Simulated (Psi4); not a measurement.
# AlH2OF (SMILES [OH][AlH][F]): PBE0/def2-TZVP

What is the energy change on altering one bond length of AlH2OF at PBE0/def2-TZVP? 

The results are computed with Psi4 1.11.

## 1. The molecule

The species is AlH2OF (5 atoms), meant as a singlet with charge 0. SMILES: `[OH][AlH][F]`. The shape comes from GFN2-xTB, which is rough for such elements, and wasn't checked as a minimum. This is one conformer, not always the lowest.

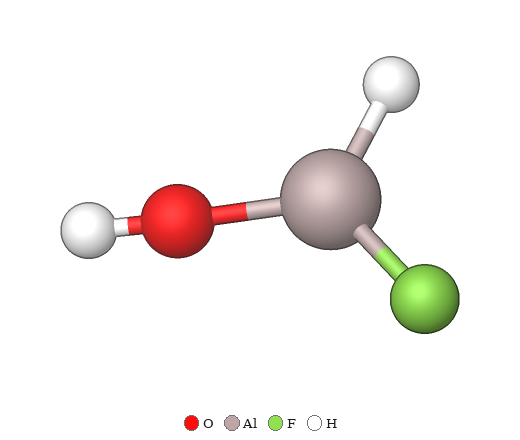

The structure, seen from a chosen angle (oxygen red, aluminium light grey, fluorine green, hydrogen white).

## 2. The energy at PBE0/def2-TZVP

Contents of alfh2o.in:

```
memory 1600 mb

molecule molecule1 {
  0 1
  O     -1.021720     0.325810    -0.327270
  Al     0.472970    -0.139110     0.144100
  F      0.778780    -1.566900     0.912060
  H     -1.871140     0.628670    -0.614330
  H      1.641100     0.751530    -0.114560
  symmetry c1
  no_reorient
  no_com
}

set basis def2-TZVP
set puream true
set e_convergence 1e-09
set d_convergence 1e-08
set scf_type pk
set dft_radial_points 99
set dft_spherical_points 590

e_tot, wfn = energy("pbe0", return_wfn=True)
oeprop(wfn, "LOWDIN_CHARGES", "WIBERG_LOWDIN_INDICES", "QUADRUPOLE")
```

The run is started by

```console
$ psi4 -i alfh2o.in -o alfh2o.out -n 1
```

alfh2o.out (excerpt; [...] marks lines left out):

```text
[...]
  Running in c1 symmetry.
[...]
  Nuclear repulsion =  100.879089140493420
[...]
  Multiplicity = 1
[...]
  Nalpha       = 16
  Nbeta        = 16
[...]
    Number of basis functions: 111
[...]
   @RKS iter   1:  -418.33739789927375   -5.04918e-01   8.25994e-03 ADIIS/DIIS
[...]
   @RKS iter  10:  -418.61468867192002   -8.92442e-12   9.66851e-09 DIIS
[...]
    Orbital Energies [Eh]
    ---------------------
    Doubly Occupied:
       1A    -56.154122     2A    -24.724020     3A    -19.197747
       4A     -4.186579     5A     -2.721214     6A     -2.715061
       7A     -2.713730     8A     -1.167364     9A     -1.012326
      10A     -0.568326    11A     -0.464909    12A     -0.420480
      13A     -0.418942    14A     -0.367777    15A     -0.357927
      16A     -0.338315
[...]
  @RKS Final Energy:  -418.61468867192002
   => Energetics <=
    Nuclear Repulsion Energy =            100.8790891404934200
    One-Electron Energy =                -783.3184538311276128
    Two-Electron Energy =                 292.8281352547409710
    DFT Exchange-Correlation Energy =     -29.0034592360268029
    Empirical Dispersion Energy =           0.0000000000000000
    VV10 Nonlocal Energy =                  0.0000000000000000
    Total Energy =                       -418.6146886719200211
[...]
 Multipole Moments:
 ------------------------------------------------------------------------------------
     Multipole            Electronic (a.u.)      Nuclear  (a.u.)        Total (a.u.)
 ------------------------------------------------------------------------------------
 L = 1.  Multiply by 2.5417464519 to convert [e a0] to [Debye]
 Dipole X            :         -9.5507135            8.9834367           -0.5672768
 Dipole Y            :         23.1047750          -22.5328109            0.5719642
 Dipole Z            :        -13.1081985           12.7269086           -0.3812899
 Magnitude           :                                                    0.8912508
 L = 2.  Multiply by 1.3450342976 to convert [e a0^2] to [Debye ang]
 Quadrupole XX       :        -97.5648644           81.8211689          -15.7436956
 Quadrupole XY       :         51.0612777          -51.5799355           -0.5186578
[...]
```

Run time: 17 s. Hardware: 1 thread of Intel Xeon Platinum 8275CL at 3.00GHz (Skylake/Cascade Lake), shared host; peak memory 0.64 GiB.

## 3. The distorted shape: energy and gradient at PBE0/def2-TZVP

Contents of job.py:

```python
import psi4

psi4.set_memory(1600000000)
psi4.set_num_threads(1)
psi4.core.set_output_file('output.dat', False)

m = psi4.geometry("""
0 1
O     -1.372164     0.058614    -0.249671
Al     0.122526    -0.406306     0.221699
F      0.428336    -1.834096     0.989659
H     -2.221584     0.361474    -0.536731
H      1.641100     0.751530    -0.114560
symmetry c1
""")

psi4.set_options({
    'reference': 'rks',
    'puream': True,
    'e_convergence': 1e-09,
    'd_convergence': 1e-08,
    'scf_type': 'pk',
    'dft_radial_points': 99,
    'dft_spherical_points': 590,
})

result, w = psi4.gradient('pbe0/def2-TZVP', molecule=m, return_wfn=True)
psi4.oeprop(w, 'LOWDIN_CHARGES', 'MULLIKEN_CHARGES', 'QUADRUPOLE', title='PBE0')
print('gradient / Eh bohr^-1')
print(result.np.round(6))
print(f'energy = {w.energy():.10f} Eh')
for k, v in sorted(psi4.core.scalar_variables().items()):
    print(f'{k:45s} {v:18.10f}')
```

The run is started by

```console
$ python job.py
```

output.dat (excerpt; [...] marks lines left out):

```text
[...]
  Running in c1 symmetry.
[...]
  Nuclear repulsion =   99.381123503828178
[...]
  Multiplicity = 1
[...]
  Nalpha       = 16
  Nbeta        = 16
[...]
    Number of basis functions: 111
[...]
   @RKS iter   1:  -418.31530986690069   -5.42332e-01   8.27221e-03 ADIIS/DIIS
[...]
   @RKS iter  11:  -418.59275122986475   -1.42109e-12   1.78260e-09 DIIS
[...]
  @RKS Final Energy:  -418.59275122986475
   => Energetics <=
    Nuclear Repulsion Energy =             99.3811235038281779
    One-Electron Energy =                -779.9461350350920839
    Two-Electron Energy =                 290.9128170546593424
    DFT Exchange-Correlation Energy =     -28.9405567532601076
    Empirical Dispersion Energy =           0.0000000000000000
    VV10 Nonlocal Energy =                  0.0000000000000000
    Total Energy =                       -418.5927512298647457
[...]
  -Total Gradient:
     Atom            X                  Y                   Z
    ------   -----------------  -----------------  -----------------
       1        0.004461574057     0.000223689940     0.000635395229
       2       -0.045559582907    -0.028955684173     0.007040277896
       3        0.002168811205    -0.004135789209     0.002480284942
       4       -0.001713968808     0.000949469212    -0.000737549045
       5        0.040614487861     0.031962085251    -0.009446936640
[...]
 Multipole Moments:
 ------------------------------------------------------------------------------------
     Multipole            Electronic (a.u.)      Nuclear  (a.u.)        Total (a.u.)
 ------------------------------------------------------------------------------------
 L = 1.  Multiply by 2.5417464519 to convert [e a0] to [Debye]
 Dipole X            :          0.2990682           -1.0669304           -0.7678622
 Dipole Y            :         -2.7285507            3.1568400            0.4282893
 Dipole Z            :          1.4126373           -1.7537945           -0.3411572
 Magnitude           :                                                    0.9430972
 L = 2.  Multiply by 1.3450342976 to convert [e a0^2] to [Debye ang]
 Quadrupole XX       :        -99.7809798           83.4953711          -16.2856087
 Quadrupole XY       :         40.4330021          -42.2045913           -1.7715892
[...]
```

The script printed:

```text
gradient / Eh bohr^-1
[[ 0.004462  0.000224  0.000635]
 [-0.04556  -0.028956  0.00704 ]
 [ 0.002169 -0.004136  0.00248 ]
 [-0.001714  0.000949 -0.000738]
 [ 0.040614  0.031962 -0.009447]]
energy = -418.5927512299 Eh
CURRENT ENERGY                                   -418.5927512299
CURRENT REFERENCE ENERGY                         -418.5927512299
DD SOLVATION ENERGY                                 0.0000000000
DFT FUNCTIONAL TOTAL ENERGY                      -418.5927512299
DFT TOTAL ENERGY                                 -418.5927512299
DFT VV10 ENERGY                                     0.0000000000
DFT XC ENERGY                                     -28.9405567533
GRID ELECTRONS ALPHA                               16.0000001032
GRID ELECTRONS BETA                                16.0000001032
GRID ELECTRONS TOTAL                               32.0000002065
NUCLEAR REPULSION ENERGY                           99.3811235038
ONE-ELECTRON ENERGY                              -779.9461350351
PCM POLARIZATION ENERGY                             0.0000000000
PE ENERGY                                           0.0000000000
SCF ITERATION ENERGY                             -418.5927512299
SCF ITERATIONS                                     11.0000000000
SCF TOTAL ENERGY                                 -418.5927512299
TWO-ELECTRON ENERGY                               290.9128170547
XC GRID RADIAL POINTS                              99.0000000000
XC GRID SPHERICAL POINTS                          590.0000000000
XC GRID TOTAL POINTS                           281420.0000000000
```

Wall time 27 s (1 thread of Intel Xeon Platinum 8275CL at 3.00GHz (Skylake/Cascade Lake), shared host); peak memory 0.63 GiB.

## 4. Outcome

Level: PBE0/def2-TZVP.

| quantity | value |
| --- | --- |
| first shape: total energy | -418.61469 Eh |
| first shape: dipole moment | 2.27 D |
| first shape: HOMO energy | -9.21 eV |
| first shape: LUMO energy | -0.23 eV |
| first shape: HOMO–LUMO gap | 8.98 eV |
| distorted shape: total energy | -418.59275 Eh |
| distorted shape: dipole moment | 2.40 D |
| distorted shape: HOMO energy | -8.45 eV |
| distorted shape: LUMO energy | -0.85 eV |
| distorted shape: HOMO–LUMO gap | 7.60 eV |
| distorted shape: largest force on an atom | 2.799 eV/Å |
| energy change with the Al2–H5 bond stretched from 1.492 to 1.939 Å | 0.597 eV |

In words: With the Al2–H5 bond stretched from 1.492 to 1.939 Å the energy rises by 0.60 eV (13.8 kcal/mol). The first shape isn't relaxed at this level, so the change isn't measured from a minimum. Mulliken charges (distorted shape) run from -0.55 on O1 to +0.66 on Al2; they depend strongly on the basis.
